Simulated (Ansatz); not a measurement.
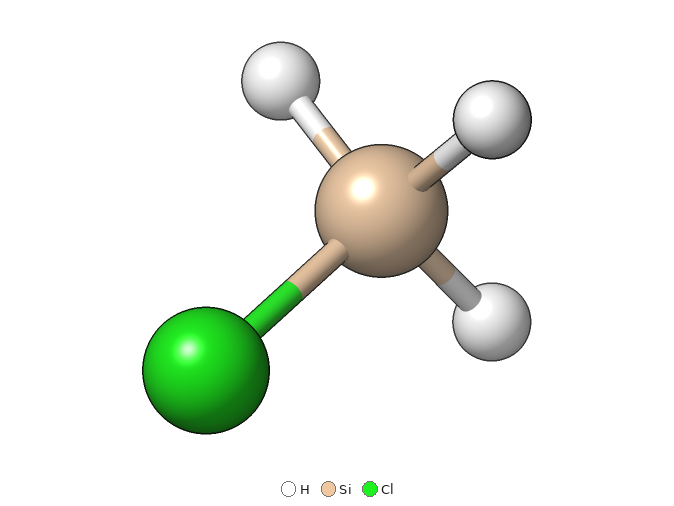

Ball-and-stick drawing of a structure.

The geometry was computed by an optimisation with PBE0-D4/def2-TZVP.

Identify the structure.

Formula ClH3Si. This geometry has C3v symmetry. Coordination: 1 Si tetrahedral.

More results for the same structure follow; atom numbers are the same in all pictures, views and colours differ.

Electronic properties

Level of theory: RKS PBE0-D4/def2-TZVP (Ansatz 0.2.0).

> Give the dipole moment at this level.

1.26 D.

> Estimate the harmonic zero-point energy.

68.6 kJ/mol.

Vibrations

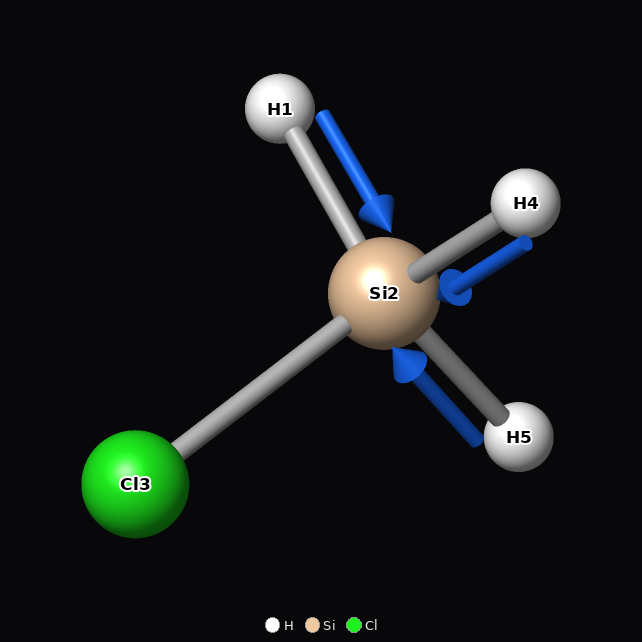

The arrows show one normal mode. Harmonic vibrations computed with RKS PBE0-D4/def2-TZVP (Ansatz 0.2.0) at a stationary point of the same level.

> What kind of motion is it?

Mostly in-phase stretching of 3 Si–H bonds.

> Estimate its harmonic wavenumber.

2249 cm⁻¹; it is mode 7 of 9 counted from the lowest.

Charges

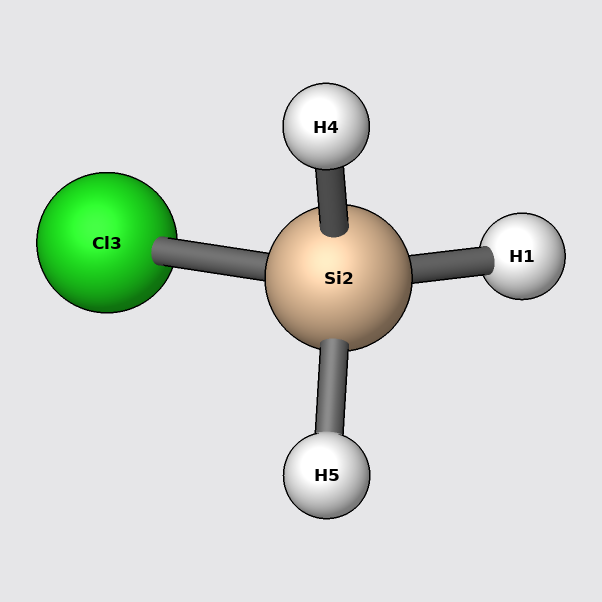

The questions are on Mulliken charges. Level of theory: RKS PBE0-D4/def2-TZVP (Ansatz 0.2.0).

List the Mulliken charges.

| atom | value (e) |
| --- | --- |
| H1 | −0.01 |
| Si2 | 0.28 |
| Cl3 | −0.25 |
| H4 | −0.01 |
| H5 | −0.01 |

Mulliken values depend strongly on the basis set and can even reverse the polarity of a bond.
